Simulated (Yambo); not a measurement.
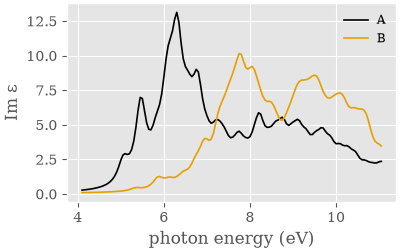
Figure: Two computed absorption spectra of MgS (zinc blende, space group F-43m, No. 216) (Yambo, LDA bands with the same scissor, field along x)

Q: Which curve includes the electron-hole attraction (BSE)?

A: Curve A: the attraction moves weight to lower energy (centre of the plotted range 7.6 eV against 8.7 eV). Settings: 10×10×10 mesh, 3 valence and 4 conduction bands, static screening with 24 bands and a 4 Ry block, scissor 2.00 eV, Tamm-Dancoff. The scissor comes from a G0W0 run whose convergence isn't established. Broadening 0.15 eV. The band window holds all transitions up to 11.3 eV. On this mesh the peak heights and the fine structure are mesh artefacts; only the shift of weight is robust.

Geometry relaxed with LDA; primitive cell a = 3.9571 Å, b = 3.9571 Å, c = 3.9571 Å, α = 60.00°, β = 60.00°, γ = 60.00°.

This is not the ordinary phase of the substance; no match was found in the copy of COD used, and its stability was not checked.
